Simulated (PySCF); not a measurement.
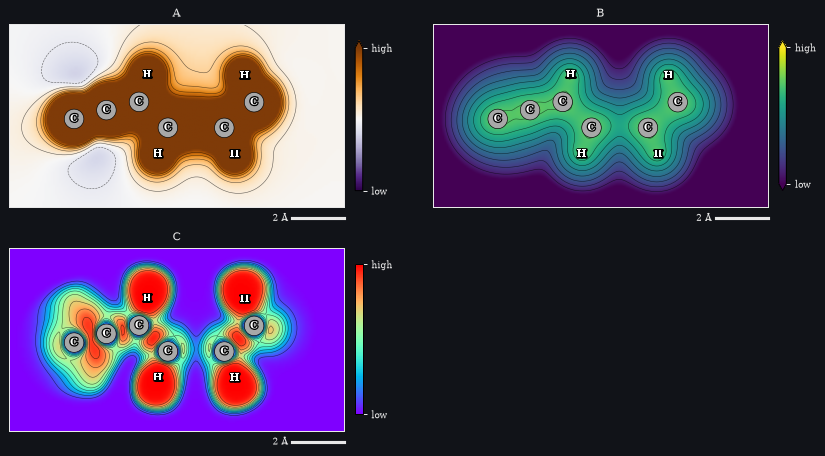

C8H11F: 3 fields on the plane of atoms C4, C3 and H12, with unlabelled colour scales. Grey discs cover the atomic cores.

Geometry: GFN2-xTB.

Theory: PBE0/pcSseg-1, SCF density, gas phase, non-relativistic (PySCF).

### Match the panels to the quantities (electron density, electron localisation function and electrostatic potential).

Panel A: electrostatic potential (strongly positive close to the atoms, with negative regions outside electron-rich atoms). Panel B: electron density. Panel C: electron localisation function. From the grid: C–C (1.29 Å): the density is about 2.4 e/Å³ at the midpoint; the ELF peaks at about 0.90 between the atoms (a multiple bond). C–H (1.08 Å): ρ is about 2 e/Å³ halfway; the ELF climbs to about 1 towards the hydrogen, as it does in any bond to H (an ordinary covalent bond to hydrogen).
